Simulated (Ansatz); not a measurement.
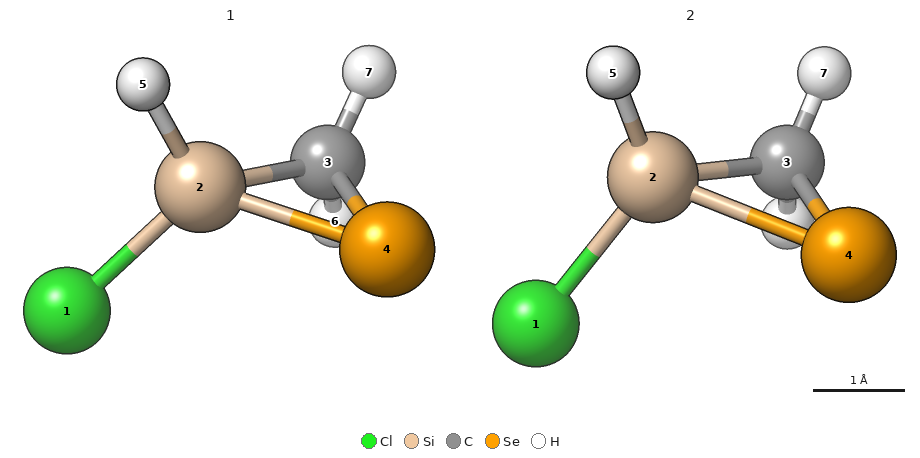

Two geometries of CH$_{3}$ClSeSi (coarse preliminary run), drawn at one scale. One is the start of a relaxation, the other its converged end. The picture is a ball-and-stick view, seen at a tilt.

All numbers below come from RKS PBE-D4/def2-SVP (Ansatz 0.2.0). (force threshold 0.03 eV/Å; at most 200 steps)

> Which geometry has the lower energy?

Structure 1 is the relaxed one. The start comes from a force field. Cl1 moves most after the best rigid fit: 0.18 Å. Largest moves by element: Cl 0.18 Å, H 0.17 Å, Si 0.15 Å, Se 0.08 Å, C 0.05 Å. Some distances before and after: Si2–Se4 2.386 → 2.236 Å, Cl1–Si2 2.128 → 2.073 Å, C3–Se4 2.011 → 2.060 Å, C3–H7 1.068 → 1.104 Å. Among the angles between lasting bonds that change: Cl1–Si2–H5 123.0° → 108.9°, Cl1–Si2–Se4 109.3° → 120.7°, Si2–C3–Se4 76.7° → 69.5°. After 4 geometry steps the energy has fallen by 0.386 eV. The largest force component goes from 2.3 to 0.024 eV/Å.
